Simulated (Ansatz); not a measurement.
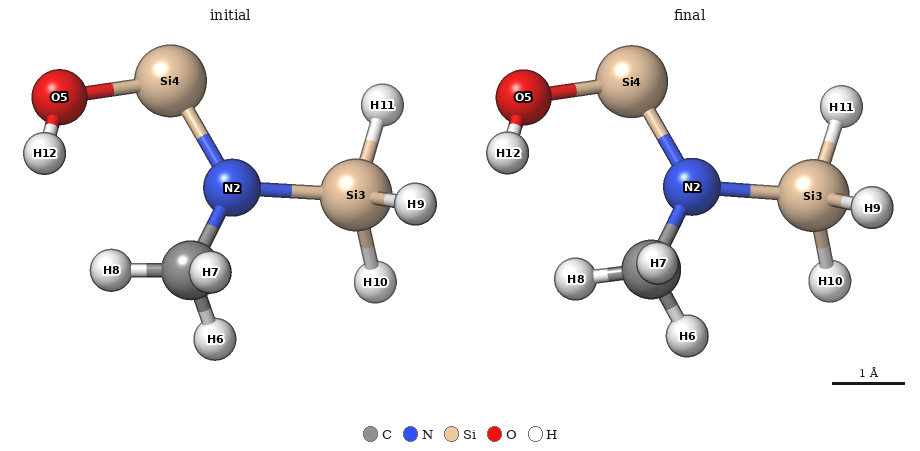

The structure of CH$_{7}$NOSi$_{2}$ before (left) and after (right) a relaxation, at one scale.

The picture is a ball-and-stick view, seen at a tilt.

The start comes from PBE-D4/def2-SVP.

Theory: RKS PBE0-D4/def2-TZVP (Ansatz).

Input file:
```yaml
crystal:
  periodic: [false, false, false]
  atoms:
    - {symbol: C, position_ang: [-1.087206, 0.244505, 0.411615]}
    - {symbol: N, position_ang: [0.205959, -0.098316, -0.180543]}
    - {symbol: Si, position_ang: [1.550123, -0.334003, 0.952793]}
    - {symbol: Si, position_ang: [0.555226, -0.268686, -1.917429]}
    - {symbol: O, position_ang: [-0.906423, 0.145667, -2.655579]}
    - {symbol: H, position_ang: [-1.313975, -0.385551, 1.300113]}
    - {symbol: H, position_ang: [-1.138971, 1.307855, 0.737378]}
    - {symbol: H, position_ang: [-1.918451, 0.072002, -0.307251]}
    - {symbol: H, position_ang: [1.825822, 0.926085, 1.733449]}
    - {symbol: H, position_ang: [1.210753, -1.419727, 1.941820]}
    - {symbol: H, position_ang: [2.756777, -0.711748, 0.144862]}
    - {symbol: H, position_ang: [-1.662733, 0.466715, -2.127228]}
basis:
  gaussian: {orbitals: def2-TZVP}
hamiltonian: {xc: pbe0, dispersion: d4}
relax: {f_tol: 0.005, max_steps: 150}
```

Launched with:
```bash
ansatz run in.yaml --threads 4 --pin off --events-out ev --progress --plain --max-ram 10444MiB
```

Summarise the run.

Answer. After 13 accepted moves (15 points after the start) the energy has fallen by 0.087 eV. The largest force component goes from 1 to 0.0012 eV/Å. The line search rejected the trial steps at points 3, 9 of the run. The forces were under the threshold at step 10, but the run went on from there. H8 moves most after the best rigid fit: 0.24 Å. By element the largest moves are H 0.24 Å, O 0.08 Å, Si 0.05 Å, C 0.02 Å, N 0.01 Å. Some distances before and after: N2–Si4 1.780 → 1.739 Å, Si4–O5 1.689 → 1.654 Å, N2–Si3 1.774 → 1.742 Å, Si3–H10 1.507 → 1.489 Å. Cost: 47 s on 4 threads of Arm Neoverse V2 (shared host).
